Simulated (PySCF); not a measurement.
H8N4Si, SMILES `N[Si](N)(N)N`.

Computed with PySCF, PBE/def2-TZVP, geometry: GFN2-xTB. No frequency check shows the geometry to be a minimum.

Coordinates in Å:

```
N1      -1.0839    0.7598   -1.1218
Si2      0.0002    0.0000    0.0001
N3       1.0838   -1.1225   -0.7592
N4      -1.0839   -0.7598    1.1217
N5       1.0838    1.1225    0.7591
H6      -1.8701    1.2482   -0.7252
H7      -0.6624    1.3383   -1.8304
H8       1.8702   -0.7272   -1.2484
H9       0.6613   -1.8314   -1.3368
H10     -0.6624   -1.3383    1.8303
H11     -1.8701   -1.2482    0.7251
H12      1.8702    0.7272    1.2483
H13      0.6613    1.8313    1.3366
```

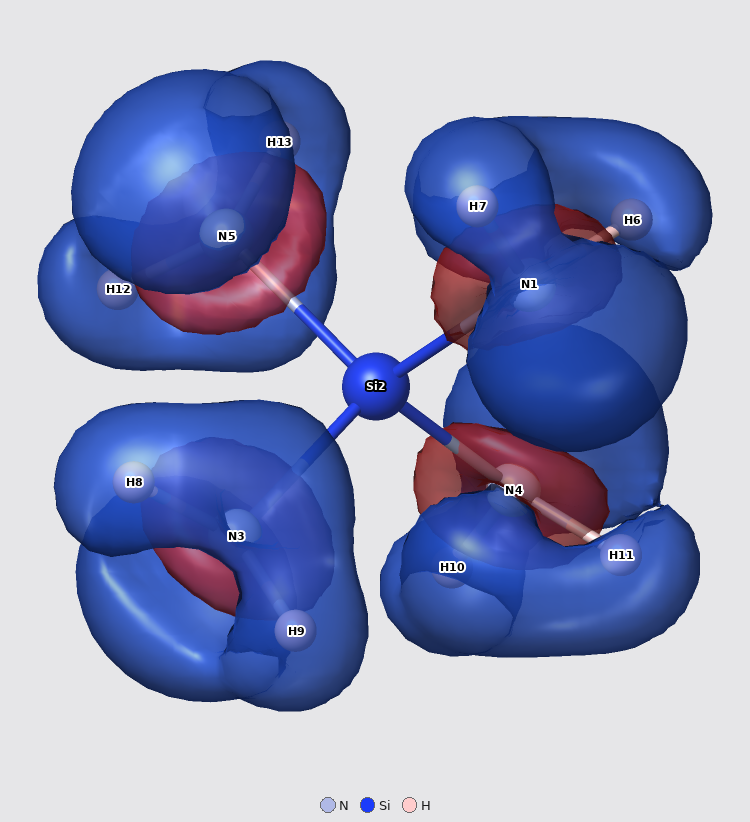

Fukui function f⁻ = ρ(N) − ρ(N−1) at fixed geometry, surfaces at ±0.015 e/Å³ (blue positive, red negative).

On which atoms does the density change most on removal of an electron?

Answer. f⁻ (Hirshfeld-condensed) is largest on N1, N3, N4 and N5 (0.12 each) and Si2 (0.09); the vertical ionisation energy is 8.18 eV (the stability of the cation's solution wasn't checked). Condensed values hint at sites of electrophilic attack but needn't mark the atom that reacts. Shares this close don't rank the sites. Orbital relaxation makes it negative in places (0.15 e in all).

Run time: 120 s on 1 thread of Intel(R) Xeon(R) Platinum 8259CL CPU @ 2.50GHz (Skylake/Cascade Lake), on a shared host, peak memory 0.94 GiB.
